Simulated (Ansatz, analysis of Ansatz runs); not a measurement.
# Does V_S go to the (100) surface of KS?, part 2 of 2

Question: does neutral V_S prefer the (100) surface of KS or the inside, and by how much? The same defect is put at one site in each of several layers from the top towards the middle of one slab. Model: a cell of 48 host atoms with 1 S taken out.

Ansatz 0.2.0; plane-wave PAW DFT, PBEsol; a slab with vacuum, neutral defects.

So far. Step 2 (The clean slab): On a dense mesh the slab's energy differs by under 1 meV an atom, so the sampling is kept; the layers are compared at one sampling, where most of this error should cancel, which was not tested. Step 3 (Does the supercell reconstruct?): Atoms end at most 0.01 Å from the small cell's positions, so the small cell's structure is at least a local minimum.

## 4. The defect, layer by layer

Level of this step: plane-wave PAW DFT, PBEsol, periodic cell with vacuum; relaxation of a neutral defect in a slab; PAW set soft_1 (Ansatz).

Each layer's defect is relaxed from random displacements. Layer 1 is shown in full.

File layer1_M0.relax/input.yaml:

```yaml
crystal:
  lattice:
    - [0.0, 11.69228, 0.0]
    - [-8.512544, 0.0, 0.0]
    - [0.0, 0.0, 26.0]
  atoms:
    - { symbol: K, position: [0.25031683, 0.38903665, 0.36271056] }
    - { symbol: K, position: [0.25023352, 0.92669746, 0.45803161] }
    - { symbol: K, position: [0.25070345, 0.97123466, 0.26688819] }
    - { symbol: K, position: [0.00040418, 0.05516273, 0.36605092] }
    - { symbol: K, position: [0.00071279, 0.5704778, 0.27540015] }
    - { symbol: K, position: [0.00027416, 0.59026503, 0.44301396] }
    - { symbol: K, position: [0.25052276, 0.88894528, 0.63791977] }
    - { symbol: K, position: [0.25017114, 0.47135924, 0.73344608] }
    - { symbol: K, position: [0.25031703, 0.42672784, 0.54244164] }
    - { symbol: K, position: [3.194e-05, 0.5549341, 0.63444993] }
    - { symbol: K, position: [0.00028407, 0.09016174, 0.55752757] }
    - { symbol: K, position: [6.15e-06, 0.07027103, 0.72511999] }
    - { symbol: S, position: [0.40961256, 0.24603761, 0.2758214] }
    - { symbol: S, position: [0.09109843, 0.24543351, 0.27540016] }
    - { symbol: S, position: [0.09163664, 0.24921404, 0.45843474] }
    - { symbol: S, position: [0.40901724, 0.24909206, 0.45842903] }
    - { symbol: S, position: [0.15941094, 0.74853908, 0.35494785] }
    - { symbol: S, position: [0.34115149, 0.74807745, 0.35499783] }
    - { symbol: S, position: [0.40888154, 0.74919396, 0.54209365] }
    - { symbol: S, position: [0.09164019, 0.74910207, 0.54213303] }
    - { symbol: S, position: [0.09083838, 0.74582727, 0.72471596] }
    - { symbol: S, position: [0.15935289, 0.24794697, 0.64559111] }
    - { symbol: S, position: [0.34111471, 0.24839478, 0.64532593] }
    - { symbol: K, position: [0.75027181, 0.38951361, 0.3627212] }
    - { symbol: K, position: [0.75044542, 0.92695065, 0.45796743] }
    - { symbol: K, position: [0.75068561, 0.97151506, 0.26678661] }
    - { symbol: K, position: [0.50045679, 0.05485851, 0.36609678] }
    - { symbol: K, position: [0.5006584, 0.57033284, 0.27535493] }
    - { symbol: K, position: [0.50037805, 0.59012439, 0.44296436] }
    - { symbol: K, position: [0.75048436, 0.88952686, 0.6376271] }
    - { symbol: K, position: [0.75005307, 0.47111919, 0.7339459] }
    - { symbol: K, position: [0.75034997, 0.42708228, 0.54254606] }
    - { symbol: K, position: [0.50044612, 0.55528557, 0.63440905] }
    - { symbol: K, position: [0.50040235, 0.09030681, 0.55748486] }
    - { symbol: K, position: [0.49998855, 0.07040292, 0.72508738] }
    - { symbol: S, position: [0.9094535, 0.24643106, 0.27594569] }
    - { symbol: S, position: [0.59126348, 0.24569743, 0.27561534] }
    - { symbol: S, position: [0.59187663, 0.24921302, 0.45849438] }
    - { symbol: S, position: [0.9088099, 0.24924999, 0.45844566] }
    - { symbol: S, position: [0.6595565, 0.74860842, 0.35494496] }
    - { symbol: S, position: [0.84128354, 0.74862165, 0.35502262] }
    - { symbol: S, position: [0.90876104, 0.74913672, 0.5421005] }
    - { symbol: S, position: [0.59170986, 0.74909916, 0.54197807] }
    - { symbol: S, position: [0.59181171, 0.74664117, 0.72442055] }
    - { symbol: S, position: [0.9091782, 0.74556868, 0.72496132] }
    - { symbol: S, position: [0.65924119, 0.24853062, 0.64572128] }
    - { symbol: S, position: [0.84095381, 0.24854852, 0.64548794] }
basis:
  ecutwfc: 420
  xc_grid: 2
hamiltonian:
  xc: pbesol
  pseudopotentials: { kind: paw, azcp: { folder: soft_1 }, xc_functional: pbe }
kpoints:
  mp_grid: { grid: [2, 2, 1] }
scf:
  occupations: { method: fermi_dirac, width: 0.01 }
  max_iter: 80
output:
  forces: true
relax:
  f_tol: 0.03
  max_steps: 90
  random_displacement: { amplitude: 0.05, seed: 6328 }
```

The run is started by

```console
ansatz run input.yaml --threads 32 --pin off --max-ram 84787MiB --backend cuda --events-out ev --progress --plain --runs-dir out --max-vram 78GiB
```

Numbers of over 12 decimals in the logs are rounded to 6 here.

Log:

```text
[...]
Crystal: 47 atoms, lattice volume = 2587.807 Å³
Basis set: ecut = 420 eV, 50629 PW (Γ), exchange–correlation on 160×120×360 points (8 copies of the dense FFT grid, shifted against one another)
Bands: 224, of which v1, the nominal top of the filled ones, is band 177 counted from 1 (176 counted from 0)
[...]
k-points: 4
[...]
relax step   1: F+E_penalty+E_count = -56777.27891801 eV  Δ(F+E_penalty+E_count) = +0.000e0 eV  max|allowed force component| = 1.342e0 eV/Å  Δτ_max = 0.0000 Å  (8 SCF iters, dr2 threshold 2.25e-5 eV,  [...]
[...]
SCF iter   2: F=—  HF=-56777.651215 eV  |F-HF|=—  |Δ(HF+E_count)|=   5.44e-2  Δρ=9.10e-4  dr2=1.86e-2  ethr=6.45e-5  ⟨swp⟩=3.8  Hψ=1328  notcnv=0  defer=159
[...]
SCF iter   5: F=-56777.650402 eV  HF=-56777.650393 eV  |F-HF|=8.64e-6  |Δ(HF+E_count)|=   2.19e-5  Δρ=3.08e-5  dr2=2.75e-5  ethr=2.82e-8  ⟨swp⟩=3.0  Hψ=3400  notcnv=0
[...]
relax step   2: F+E_penalty+E_count = -56777.65040172 eV  Δ(F+E_penalty+E_count) = -3.715e-1 eV  max|allowed force component| = 3.005e-1 eV/Å  Δτ_max = 0.1949 Å  (5 SCF iters, dr2 threshold 1.00e-4 eV [...]
[...]
SCF 9 converged in 7 iterations: F = -56778.100462 eV  dr2 = 4.08e-8
[...]
SCF converged after 7 iterations
[...]
--- Relaxed structure (9 steps of the walk, 9 accepted, 0 SCFs on fresh bases) ---
[...]
```

Run time: 11 s. Hardware: 1 × NVIDIA GB200 with 32 threads of Arm Neoverse V2, shared host; peak memory 1.4 GiB.

Relaxation path:

```tsv
step	energy less that of the first step (eV)	largest force component (eV/Å)
1	0.0000	1.3420
2	-0.3715	0.3005
3	-0.5208	0.2322
4	-0.6347	0.2211
5	-0.7403	0.1617
6	-0.7973	0.0919
7	-0.8151	0.0371
8	-0.8185	0.0338
9	-0.8215	0.0193
```

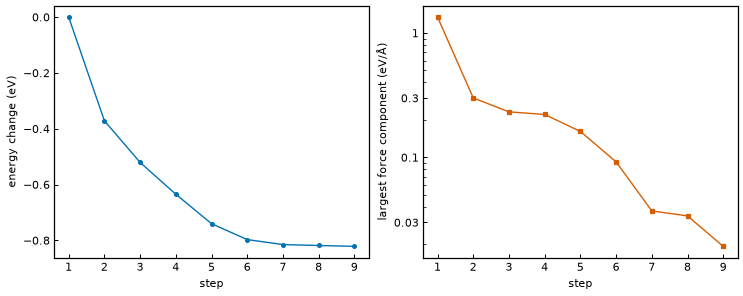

Energy and largest force along the relaxation.

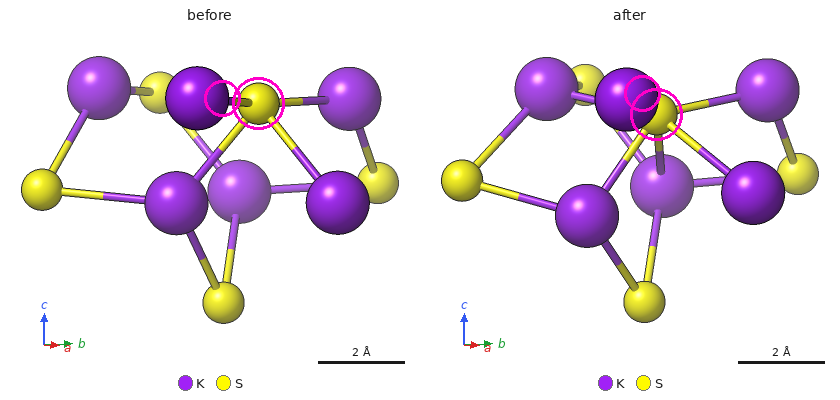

Before and after: the atoms that start within 5 Å of the centre. S44, which moves most, is ringed if it is among them. A ring with no atom in it marks the empty centre.

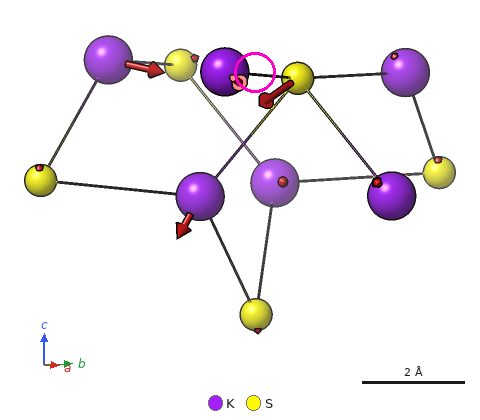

Displacements in the relaxation from the typed sites near the centre, exaggerated; the longest in the cell stands for 1.07 Å. A ring marks the centre wherever it is empty.

The atoms that moved most (Å, from the sites as typed, ahead of the random displacement):

```tsv
atom	dx	dy	dz	length
S44	0.154	-0.973	-0.410	1.067
K8	-0.459	0.539	-0.130	0.720
K31	-0.389	-0.375	-0.178	0.569
K33	0.262	0.032	-0.414	0.491
K30	0.059	-0.155	0.100	0.194
K7	0.011	0.165	0.015	0.166
K10	-0.007	0.045	0.135	0.142
S45	-0.078	0.071	0.083	0.134
```

The atoms nearest to the centre after the run:

```tsv
atom	distance (Å)
S44	1.237
K8	2.297
K35	2.914
K7	3.078
K33	3.523
S21	3.661
K31	4.089
K30	4.555
```

All relaxations:

```tsv
layer	depth (Å)	moment (μB)	outcome	structures computed	largest displacement from the input (Å)	time
1	0.22	0	converged	9	1.07	11 s
2	2.30	0	converged	8	1.00	8.1 s
3	4.99	0	converged	5	0.26	6 s
```

The relaxation ends 17 meV an atom lower than the displaced start, with a largest force component of 0.019 eV/Å.

## 5. Energies and states

Single points on the relaxed structures give the energies, all at one sampling, and show where the defect's states lie.

File layer1_M0.point.pbesol/input.yaml:

```yaml
crystal:
  lattice:
    - [0.0, 11.69228, 0.0]
    - [-8.512544, 0.0, 0.0]
    - [0.0, 0.0, 26.0]
  atoms:
    - { symbol: K, position: [0.25032206, 0.38799634, 0.36366905] }
    - { symbol: K, position: [0.2498545, 0.92552056, 0.45817779] }
[... 4 atom lines left out ...]
    - { symbol: K, position: [0.26452655, 0.88785009, 0.63846937] }
    - { symbol: K, position: [0.29617348, 0.52543711, 0.72842295] }
[... 12 atom lines left out ...]
    - { symbol: S, position: [0.09718864, 0.75668746, 0.72690213] }
[... 11 atom lines left out ...]
    - { symbol: K, position: [0.50307417, 0.52471741, 0.61848956] }
[... 1 atom line left out ...]
    - { symbol: K, position: [0.50148349, 0.06337384, 0.72798707] }
[... 8 atom lines left out ...]
    - { symbol: S, position: [0.50853469, 0.72878602, 0.70864568] }
[... 2 atom lines left out ...]
    - { symbol: S, position: [0.83997316, 0.25508477, 0.64767915] }
basis:
  ecutwfc: 420
  xc_grid: 2
hamiltonian:
  xc: pbesol
  pseudopotentials: { kind: paw, azcp: { folder: soft_1 }, xc_functional: pbe }
kpoints:
  mp_grid: { grid: [2, 2, 1] }
scf:
  occupations: { method: fermi_dirac, width: 0.01 }
  max_iter: 80
output:
  forces: true
  eigenvalues: true
  eigenstates: { localisation: true }
  populations: true
checkpoint:
  write: "../layer1_M0.point.pbesol.run"
  compress: false
  write_wavefunctions: false
  write_every: 100000
```

Log:

```text
[...]
Crystal: 47 atoms, lattice volume = 2587.807 Å³
Basis set: ecut = 420 eV, 50629 PW (Γ), exchange–correlation on 160×120×360 points (8 copies of the dense FFT grid, shifted against one another)
Bands: 224, of which v1, the nominal top of the filled ones, is band 177 counted from 1 (176 counted from 0)
[...]
k-points: 4
[...]
SCF iter   1: F=—  HF=-56791.826163 eV  |F-HF|=—  |Δ(HF+E_count)|=         —  Δρ=2.65e-2  dr2=3.98e1  ethr=3.10e-3  ⟨swp⟩=9.5  Hψ=4572  notcnv=0  defer=67
[...]
SCF iter   2: F=—  HF=-56778.959395 eV  |F-HF|=—  |Δ(HF+E_count)|=    1.29e1  Δρ=1.10e-2  dr2=4.64e0  ethr=3.10e-3  ⟨swp⟩=3.0  Hψ=1685  notcnv=0  defer=163
[...]
SCF iter   9: F=—  HF=-56778.100462 eV  |F-HF|=—  |Δ(HF+E_count)|=   1.90e-6  Δρ=4.07e-6  dr2=1.10e-6  ethr=3.03e-9  ⟨swp⟩=2.0  Hψ=1022  notcnv=0  defer=153
SCF iter  10: F=-56778.100462 eV  HF=-56778.100462 eV  |F-HF|=5.19e-9  |Δ(HF+E_count)|=   2.39e-7  Δρ=1.39e-6  dr2=8.91e-8  ethr=2.82e-11  ⟨swp⟩=20.2  Hψ=6125  notcnv=0
SCF 1 converged in 10 iterations: F = -56778.100462 eV  dr2 = 8.91e-8
[...]
SCF converged after 10 iterations
Free energy (F): -56778.100462 eV
[...]
Fermi energy:    1.368165 eV
[...]
--- Löwdin populations: 47 sites ---
[...]
spilling = 0.007986 (of n_electrons = 354.000000)
[...]
```

It took 3.6 s on 1 × NVIDIA GB200 with 32 threads; peak memory 2.2 GiB.

From eigenstates.tsv, first k-point; energies on the run's zero. The participation number counts the atoms that a state is spread over, of 47; bands count from 0.

```tsv
spin	band	energy (eV)	occupation	participation	largest share on	share
both	171	0.315	2.00	1.5	S44	0.80
both	172	0.492	2.00	3.1	S45	0.40
both	173	0.559	2.00	5.7	S14	0.21
both	174	0.610	2.00	5.5	S13	0.22
both	175	0.713	2.00	2.7	S45	0.43
both	176	0.880	2.00	4.9	S13	0.23
both	177	1.853	0.00	13.1	S15	0.10
both	178	1.896	0.00	6.5	S18	0.19
both	179	2.009	0.00	6.5	S47	0.20
both	180	2.182	0.00	10.9	S43	0.11
both	181	2.515	0.00	16.4	K5	0.11
```

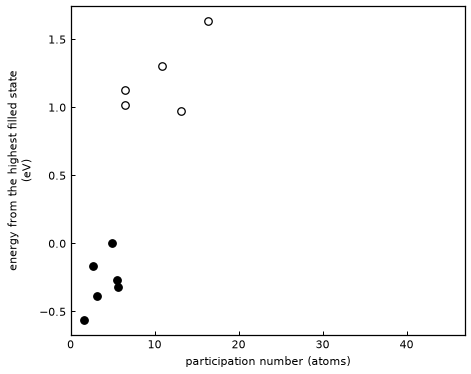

States next to the filling edge at the first k-point: energy against spread. Filled marks are occupied, open marks empty.

Under PBEsol, periodic cell with vacuum at the first k-point of a 2×2×1 Γ-centred mesh, the highest filled state is spread over 5 of 47 atoms, and the lowest empty one, 0.97 eV above it, is spread over 13 of 47 atoms.

Against the clean slab and S (S12 rings, Pnnm; not the stable S8 form):

```tsv
layer	depth (Å)	total moment (μB)	formation energy (eV)	against the deepest layer (eV)
1	0.22	0	0.62	-0.44
2	2.30	0	0.94	-0.11
3	4.99	0	1.05	0.00
```

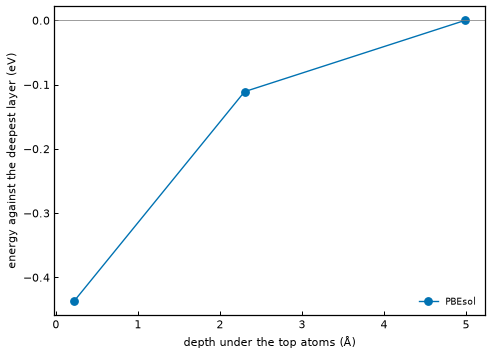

Lowest energy of the defect in each layer, against the deepest one.

## 6. Summary of results

```
highest less deepest of the layers obtained (PBEsol) : -0.44 eV
layer of the lowest energy (PBEsol)                  : 1
```

What this shows: Under PBEsol V_S is 0.44 eV lower in layer 1 than in layer 3, 5.0 Å down, so it segregates to the surface. At 600 K the Boltzmann factor between the best layer and the deepest is about 4713 a site, entropy of vibration left out. The two deepest layers differ by 0.11 eV, so it has not levelled off: the slab is too thin, or the sites are unlike. The clean slab's gap at this sampling is 0.93 eV. Limits: neutral states alone; one site a layer, which need not be the same crystallographic site in every layer, at most four layers; one defect on one side of the slab, 8.5 Å from its images and with no dipole correction; the deepest layer of so thin a slab is not yet bulk, and the thickness was not varied; the in-plane lattice is the database's, not relaxed here; no adsorbates, no temperature.

[Logs are printed without paths, hosts, clocks, repeated set-up lines and the standing remarks that a program may print on its own settings, such as how far it seeks lower states.]

[Hosts, paths, dates, database ids (printed as entryN), source tags and the programs' standing remarks are cut or masked in the printed files.]

[Maps of the electrostatic potential energy from Ansatz leave out the sawtooth potential of an applied field or a dipole correction, so their vacuum need not be flat.]
